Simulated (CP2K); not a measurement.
Chloroacetonitrile has these distinct C atoms: C2 (bonded to C, Cl and 2 H) and C3 (bonded to C and N).

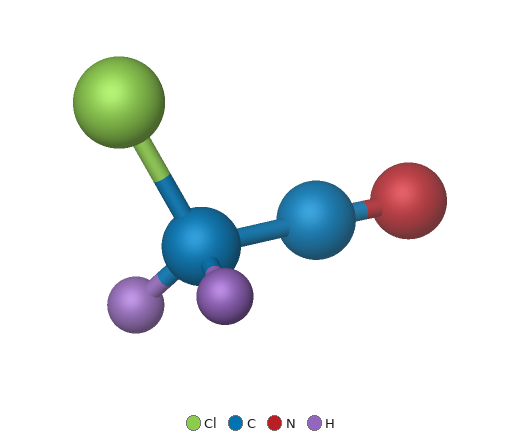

The molecule (chlorine green, carbon blue, nitrogen red, hydrogen purple).

```xyz
6

Cl   -1.3312    1.3798   -0.0378
C    -0.4201   -0.1724    0.0012
C     1.0175    0.0497    0.0020
N     2.1703    0.2103    0.0082
H    -0.7202   -0.7133    0.9064
H    -0.7162   -0.7540   -0.8801
```

Their partial C K spectra (CP2K XAS_TDP, all-electron GAPW, PBEh(45%), aug-pc-1, TDA, GW2X-corrected core level, no relativity) are given in random order, each times the number of alike atoms.

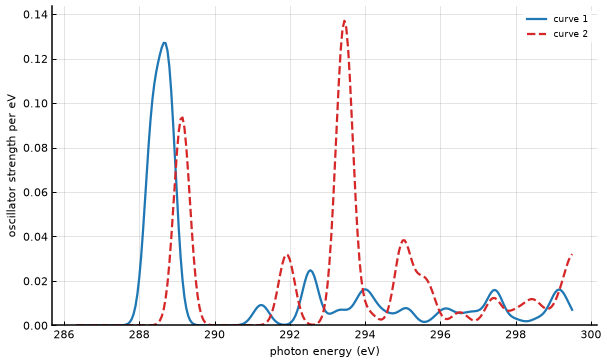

Gaussian full width 0.5 eV, oscillator strength per eV, alike atoms added, rows of zeros left out.

Which curve belongs to which atom?

Curve 1: C3 (bonded to C and N), leading line at 288.35 eV (f = 0.045 an atom), ionisation energy 293.98 eV, term value 5.63 eV. Curve 2: C2 (bonded to C, Cl and 2 H), leading line at 289.13 eV (f = 0.050 an atom), ionisation energy 294.87 eV, term value 5.74 eV. The leading line of an atom is its first one with 35 % of the strongest within 2.5 eV of its lowest line over the strength cut. A line lies at the core ionisation energy, which rises as an atom loses charge to its neighbours or to a π system, less the term value, which is large for a low π* or σ* orbital with weight on that atom.

[Banner, clock and machine lines of the logs are left out without a mark of their own.]

[Logs are printed without paths, hosts, clocks, repeated set-up lines and the standing remarks that a program may print on its own settings, such as how far it seeks lower states.]

[Hosts, paths, dates, database ids (printed as entryN), source tags and the programs' standing remarks are cut or masked in the printed files.]
